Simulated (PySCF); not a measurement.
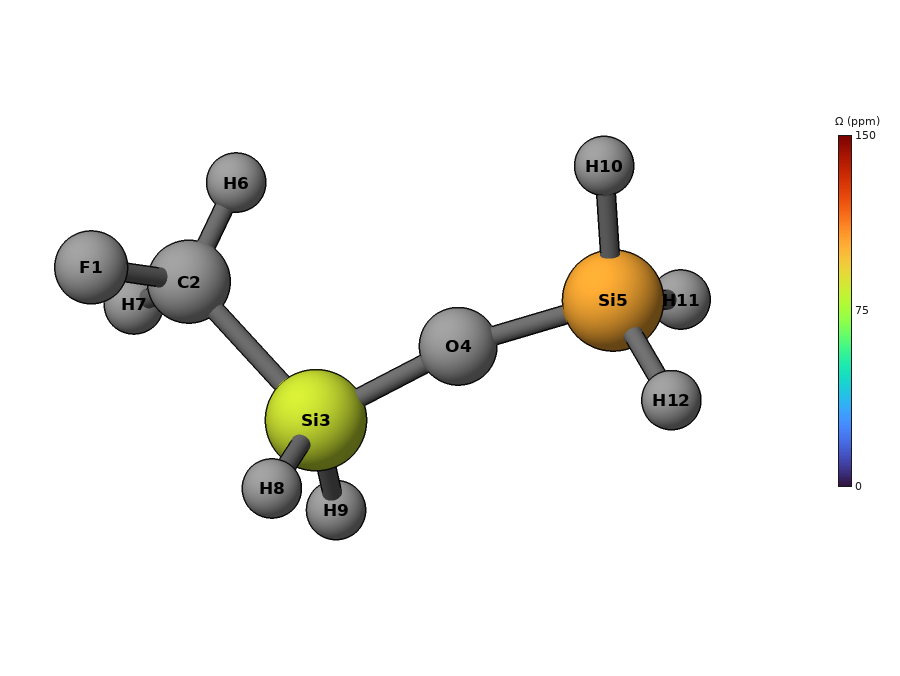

The Si atoms are coloured by the span of their shielding tensor. Geometry: an image of a reaction path computed with GFN2-xTB, not a minimum. Level of theory: GIAO PBE0/pcSseg-1 NMR shielding, non-relativistic, gas phase (PySCF 2.14.0). Principal shieldings σ11 ≤ σ22 ≤ σ33, span Ω = σ33 − σ11, skew κ = 3(σiso − σ22)/Ω.

### Which Si atom has the most anisotropic shielding?

Si5, with a span of 104 ppm.

Give the shielding tensors of the Si atoms.

| atom | σ11 | σ22 | σ33 | σiso | Ω | κ |
| --- | --- | --- | --- | --- | --- | --- |
| Si3 | 332.2 | 364.7 | 418.2 | 371.7 | 85.9 | 0.25 |
| Si5 | 355.6 | 358.6 | 459.2 | 391.1 | 103.5 | 0.94 |

Shieldings and span in ppm.
